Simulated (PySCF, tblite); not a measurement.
# C4H6BN: vibronic structure, part 1 of 2

Aim: compute the vibronic structure of C4H6BN (`B1C=CC=CN1`).

Programs: tblite 0.8.0 and PySCF 2.14.0, with routines of our own; each step states its level. All values are computed. Atoms count from 0.

## 1. The starting structure

12 atoms, charge 0, multiplicity 1; geometry from: force field or distance geometry start.

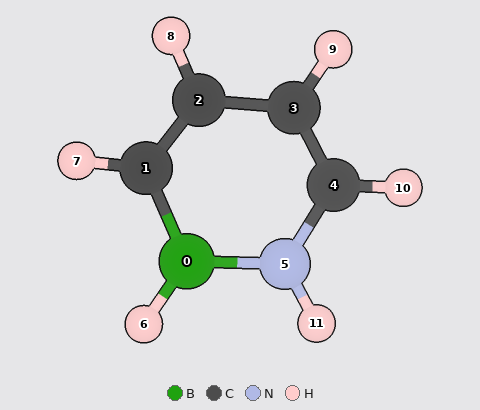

The starting geometry (boron green, carbon dark grey, nitrogen light blue, hydrogen pink).

## 2. Relaxing the molecule with GFN2-xTB

Job settings and geometry (Å):

```
{"job": {"kind": "relax", "xc": "GFN2-xTB", "basis": "xTB"}, "charge": 0, "multiplicity": 1}
B      1.292100     0.763300     0.005800
C     -0.113400     1.475700     0.026700
C     -1.208000     0.717100     0.030300
C     -1.171700    -0.756300    -0.019600
C     -0.010100    -1.440200    -0.030700
N      1.249500    -0.756400    -0.034300
H      2.299800     1.372200     0.009500
H     -0.166800     2.555800     0.068700
H     -2.178300     1.205400     0.048700
H     -2.107300    -1.315200    -0.012700
H     -0.027500    -2.522400    -0.067100
H      2.143100    -1.299800    -0.051300
```

Run with:

```console
$ OMP_NUM_THREADS=1 python excited_run.py task.json out
```

The driver reads the jobs from task.json and runs them one after another.

What it wrote:

```text
step      E/eV     max force
  0    -429.05512    2.569
  1    -429.32062    1.465
  2    -429.43748    1.013
  3    -429.51292    0.726
  4    -429.54880    0.422
  5    -429.55858    0.353
  6    -429.56633    0.269
  7    -429.57306    0.242
  8    -429.57876    0.184
  9    -429.58096    0.082
 10    -429.58148    0.049
 11    -429.58176    0.041
 12    -429.58213    0.062
 13    -429.58238    0.050
 14    -429.58251    0.024
 15    -429.58257    0.024
 16    -429.58261    0.016
 17    -429.58263    0.009
```

It took 0.1 s on 1 thread of Arm Neoverse N1, shared host.

The steps of the relaxation:

```
step  energy from step 0 (eV)  largest force (eV/Å)
   0                   0.0000                2.5687
   1                  -0.2655                1.4652
   2                  -0.3824                1.0127
   3                  -0.4578                0.7262
   4                  -0.4937                0.4221
   5                  -0.5035                0.3526
   6                  -0.5112                0.2693
   7                  -0.5179                0.2422
   8                  -0.5236                0.1842
   9                  -0.5258                0.0822
  10                  -0.5264                0.0490
  11                  -0.5266                0.0408
  12                  -0.5270                0.0618
  13                  -0.5273                0.0496
  14                  -0.5274                0.0237
  15                  -0.5274                0.0242
  16                  -0.5275                0.0162
  17                  -0.5275                0.0092
```

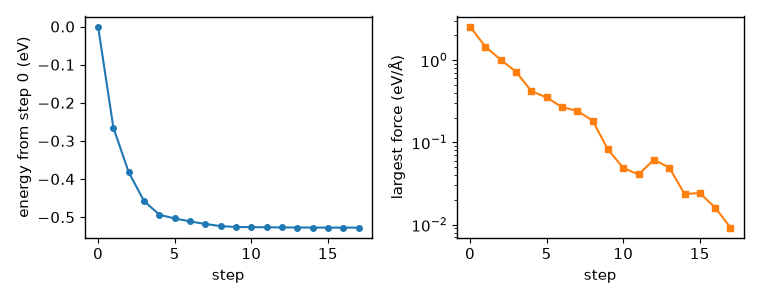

Energy and largest force along the relaxation.

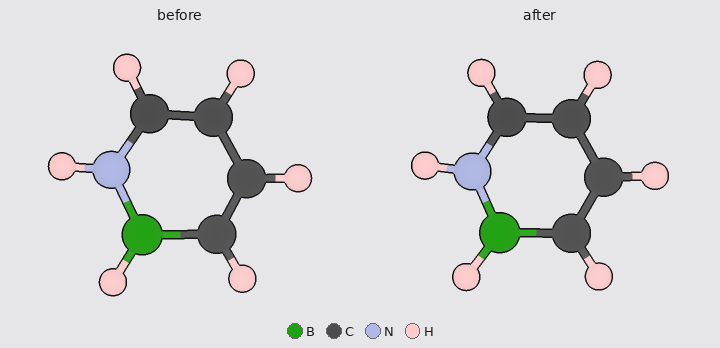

The geometry before (left) and after (right).

Close pairs (by a distance rule), those that changed most:

```csv
bond,before (Å),after (Å),change (Å)
B0–N5,1.521,1.416,-0.105
C4–N5,1.433,1.354,-0.079
C2–C3,1.475,1.413,-0.062
B0–C1,1.576,1.515,-0.061
N5–H11,1.046,1.011,-0.035
C1–C2,1.332,1.363,+0.032
C3–C4,1.348,1.359,+0.011
C3–H9,1.090,1.079,-0.011
```

The next job starts from the end point, and lists it.

## 3. Infrared spectrum with GFN2-xTB

Job settings and geometry (Å):

```
{"job": {"kind": "ir", "xc": "GFN2-xTB", "basis": "xTB"}, "charge": 0, "multiplicity": 1}
B      1.268921     0.729439     0.004026
C     -0.072734     1.432213     0.033995
C     -1.217220     0.691477     0.026410
C     -1.170588    -0.720109    -0.009774
C      0.024174    -1.367726    -0.036363
N      1.192562    -0.683852    -0.029966
H      2.324224     1.239221     0.006443
H     -0.173018     2.510345     0.062450
H     -2.193615     1.160920     0.047532
H     -2.086611    -1.290109    -0.015777
H      0.077853    -2.448988    -0.063898
H      2.027250    -1.253516    -0.051107
```

What it wrote:

```text
mode    cm-1     km/mol
  1     317.1      2.87
  2     329.7      0.02
  3     527.8      0.03
  4     552.5      0.65
  5     564.8     15.78
  6     665.3      1.31
  7     780.3     38.87
  8     796.7    105.93
  9     869.7      8.06
 10     893.6      2.14
 11     899.0      3.08
 12     933.5      9.51
 13     959.2      0.12
 14     967.3      6.57
 15    1059.6      4.06
 16    1138.5     15.75
 17    1181.7      0.03
 18    1222.7     10.02
 19    1267.5      9.90
 20    1331.1      1.14
 21    1391.7     65.87
 22    1425.4     14.11
 23    1519.3     57.42
 24    1620.9     65.91
 25    2623.3    216.99
 26    3032.2     40.21
 27    3044.0     40.18
 28    3052.6    101.43
 29    3096.5     47.63
 30    3418.4      0.38
```

It took 0.32 s on 1 thread of Arm Neoverse N1, shared host.

The strongest bands and the atoms that carry them (share of the mass-weighted mode):

| cm⁻¹ | km/mol | atoms |
| --- | --- | --- |
| 797 | 105.9 | H6 36 %, B0 18 %, H9 17 %, H10 11 % |
| 1392 | 65.9 | N5 24 %, C4 16 %, C2 13 %, H11 12 % |
| 1519 | 57.4 | C2 33 %, C3 25 %, C1 13 % |
| 1621 | 65.9 | C4 34 %, C3 23 %, C2 16 %, C1 16 % |
| 2623 | 217.0 | H6 92 % |
| 3032 | 40.2 | H8 75 %, H7 17 % |
| 3053 | 101.4 | H7 75 %, H8 16 % |
| 3096 | 47.6 | H9 90 % |

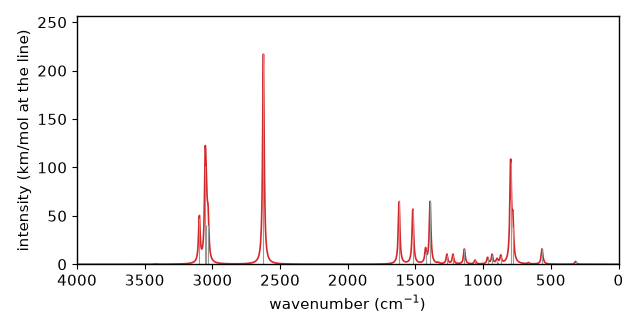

The infrared spectrum from these modes, unscaled. Lines are broadened to a width of 14 cm⁻¹ (Lorentzian).

## 4. Vibronic structure: TDDFT BHandHLYP/def2-SVPD

The job, as its differences from that of step 3:

```diff
@@ -1,2 +1,2 @@
-{"job": {"kind": "ir", "xc": "GFN2-xTB", "basis": "xTB"}, "charge": 0, "multiplicity": 1}
+{"job": {"kind": "vib", "xc": "BHandHLYP", "basis": "def2-SVPD", "tda": false}, "charge": 0, "multiplicity": 1}
 B      1.268921     0.729439     0.004026
```

Level: TDDFT BHandHLYP/def2-SVPD vertical-gradient vibronic structure (displaced harmonic oscillators, Condon), gas phase.

What it wrote:

```text
final grid: 45856 points
cycle   1  E = -235.3281037541  dE =  1.162e+00  |g| = 3.728e-01  |ddm| = 6.959e+00
cycle   2  E = -235.3410500226  dE = -1.295e-02  |g| = 3.404e-01  |ddm| = 1.745e+00
cycle   3  E = -235.3724816518  dE = -3.143e-02  |g| = 6.213e-02  |ddm| = 7.560e-01
cycle   4  E = -235.3734141147  dE = -9.325e-04  |g| = 3.127e-02  |ddm| = 1.622e-01
cycle   5  E = -235.3736590583  dE = -2.449e-04  |g| = 4.021e-03  |ddm| = 7.254e-02
cycle   6  E = -235.3736640105  dE = -4.952e-06  |g| = 2.167e-03  |ddm| = 1.305e-02
cycle   7  E = -235.3736653812  dE = -1.371e-06  |g| = 6.839e-04  |ddm| = 4.338e-03
cycle   8  E = -235.3736656389  dE = -2.577e-07  |g| = 3.071e-04  |ddm| = 2.997e-03
cycle   9  E = -235.3736656837  dE = -4.478e-08  |g| = 9.629e-05  |ddm| = 1.090e-03
cycle  10  E = -235.3736656874  dE = -3.719e-09  |g| = 2.740e-05  |ddm| = 3.451e-04
cycle  11  E = -235.3736656877  dE = -2.418e-10  |g| = 8.264e-06  |ddm| = 7.530e-05
converged SCF energy = -235.3736656877

Singlet excitations (eV, f): 5.267 (0.1878)  5.948 (0.0005)  6.259 (0.0851)  6.943 (0.0005)  7.025 (0.0486)  7.053 (0.0046)

State S1  5.2673 eV  f = 0.18778  H->L 0.94
  relaxed dipole 2.930 D, largest gradient of the excitation energy 0.0672 Eh/bohr
  mode    cm-1        S   lambda/meV  Raman
   23   1519.3    0.4804      90.5   1.000
   20   1331.1    0.4994      82.4   0.798
    3    527.8    0.9786      64.0   0.246
   14    967.3    0.2684      32.2   0.227
   18   1222.7    0.1455      22.1   0.196
   21   1391.7    0.1025      17.7   0.179
   19   1267.5    0.1027      16.1   0.149
   22   1425.4    0.0670      11.8   0.123
   12    933.5    0.0341       4.0   0.027
   16   1138.5    0.0137       1.9   0.016
    4    552.5    0.0135       0.9   0.004
   17   1181.7    0.0058       0.9   0.007
  reorganisation energy 0.3470 eV, total S 2.720, 0-0 4.9204 eV
  absorption maximum 5.100 eV, width 0.562 eV

State S3  6.2594 eV  f = 0.08507  H->L+2 0.79, H-1->L 0.18
  relaxed dipole 1.986 D, largest gradient of the excitation energy 0.0829 Eh/bohr
  mode    cm-1        S   lambda/meV  Raman
   24   1620.9    0.4041      81.2   1.000
   14    967.3    0.4227      50.7   0.373
   21   1391.7    0.2686      46.3   0.490
   23   1519.3    0.1950      36.7   0.424
   12    933.5    0.2385      27.6   0.196
   20   1331.1    0.1226      20.2   0.205
   15   1059.6    0.0506       6.7   0.054
    3    527.8    0.0973       6.4   0.026
   22   1425.4    0.0263       4.7   0.050
   18   1222.7    0.0145       2.2   0.020
    4    552.5    0.0195       1.3   0.006
  reorganisation energy 0.2888 eV, total S 1.881, 0-0 5.9706 eV
  absorption maximum 5.971 eV, width 0.392 eV

State S5  7.0252 eV  f = 0.04856  H->L+4 0.40, H->L+3 0.33, H-2->L 0.20
  relaxed dipole 1.979 D, largest gradient of the excitation energy 0.0533 Eh/bohr
  mode    cm-1        S   lambda/meV  Raman
   21   1391.7    0.2764      47.7   1.000
   23   1519.3    0.2020      38.0   0.871
   24   1620.9    0.1609      32.3   0.789
    3    527.8    0.1835      12.0   0.096
   14    967.3    0.0800       9.6   0.140
   16   1138.5    0.0563       8.0   0.136
   25   2623.3    0.0131       4.3   0.168
   20   1331.1    0.0209       3.4   0.069
   27   3044.0    0.0079       3.0   0.136
   18   1222.7    0.0084       1.3   0.023
  reorganisation energy 0.1613 eV, total S 1.017, 0-0 6.8639 eV
  absorption maximum 6.864 eV, width 0.212 eV

State T1  3.3988 eV  f = 0.00000  H->L 0.89
  relaxed dipole 1.443 D, largest gradient of the excitation energy 0.0823 Eh/bohr
  mode    cm-1        S   lambda/meV  Raman
   23   1519.3    1.7308     326.0   1.000
   20   1331.1    0.2492      41.1   0.110
    3    527.8    0.6164      40.3   0.043
   14    967.3    0.2808      33.7   0.066
   16   1138.5    0.0860      12.1   0.028
   18   1222.7    0.0685      10.4   0.026
   21   1391.7    0.0529       9.1   0.026
   17   1181.7    0.0478       7.0   0.017
   12    933.5    0.0491       5.7   0.011
    4    552.5    0.0191       1.3   0.001
  reorganisation energy 0.4932 eV, total S 3.229, 0-0 2.9057 eV
  absorption maximum 3.280 eV, width 0.472 eV
```

It took 44 s on 1 thread of Arm Neoverse N1, shared host; peak memory 0.66 GiB.

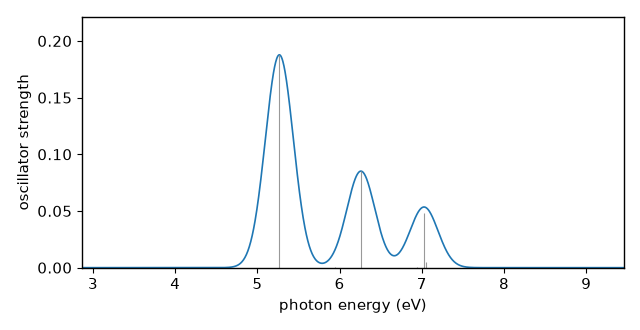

Absorption lines of the singlets. Lines are broadened to a width of 0.40 eV (Gaussian).

The fields below are evaluated on a grid from the run's orbitals.

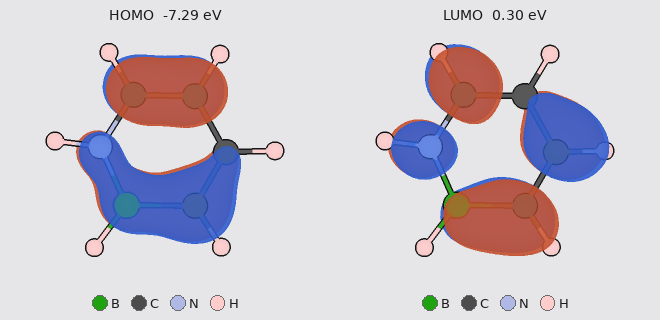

Frontier orbitals at BHandHLYP/def2-SVPD; each surface holds 70 % of the orbital's density, blue and red mark the sign.

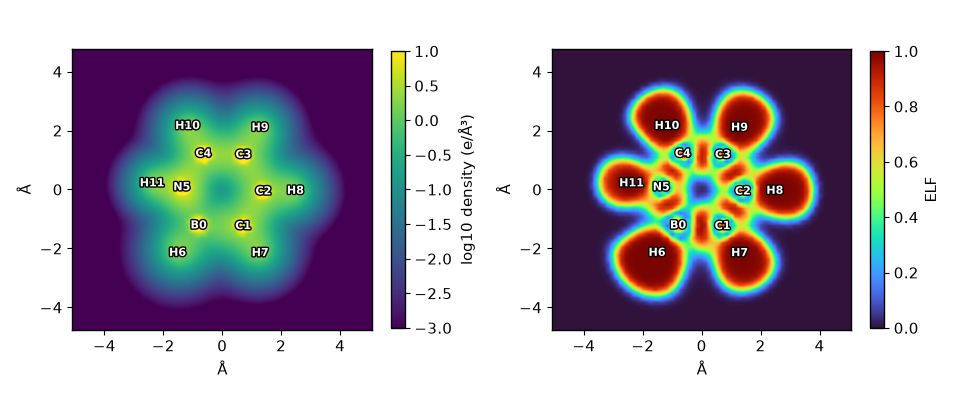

Density (left) and ELF (right) in a plane through or near 12 of the atoms.

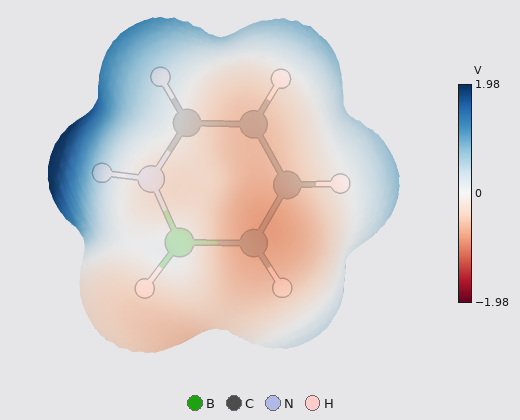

Electrostatic potential on the surface of density 0.002 e/bohr³; red is low, blue high. It runs from -0.80 V near C1 to 1.98 V near H11.

(Continued in part 2 of 2.)
